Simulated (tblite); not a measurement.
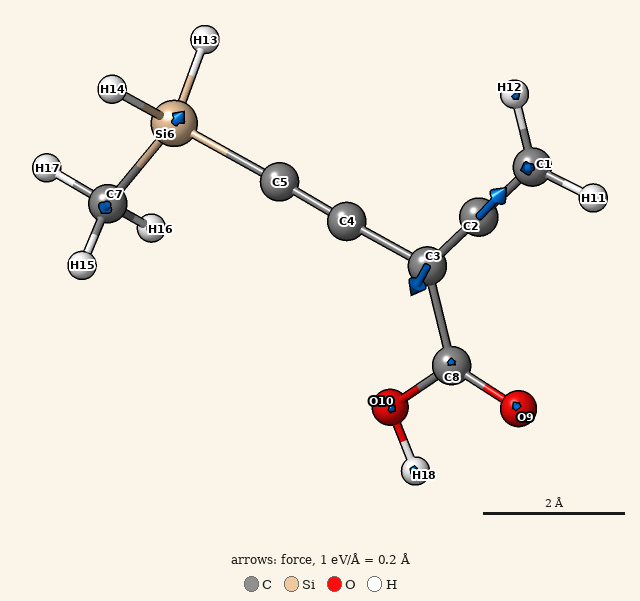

Starting geometry of C₇H₈O₂Si with the computed forces as blue arrows. Style: ball-and-stick. Shown from a free direction.

These are results of GFN2-xTB geometry optimisation, gas phase (tblite), not measurements. 

Q: Is this structure relaxed? If not, where do the atoms go?

A: It isn't relaxed: the largest force vector, on C2, is 3.69 eV/Å. The final displacements have little in common with the starting forces (cosine between the two patterns 0.11). The largest move after the best rigid fit is that of H12, 1.41 Å. Largest moves by element: H 1.41 Å, O 0.28 Å, C 0.17 Å, Si 0.05 Å. Near-neighbour distances that change, for instance: Si6–C7 1.850 → 1.898 Å, Si6–H13 1.495 → 1.469 Å, C2–C3 1.293 → 1.317 Å, C1–C2 1.311 → 1.287 Å. Among the angles between lasting bonds that change: C8–O10–H18 102.8° → 109.9°, C2–C3–C4 117.6° → 122.0°, C4–C3–C8 122.3° → 118.1°. Over 109 geometry steps the energy falls by 1.948 eV.
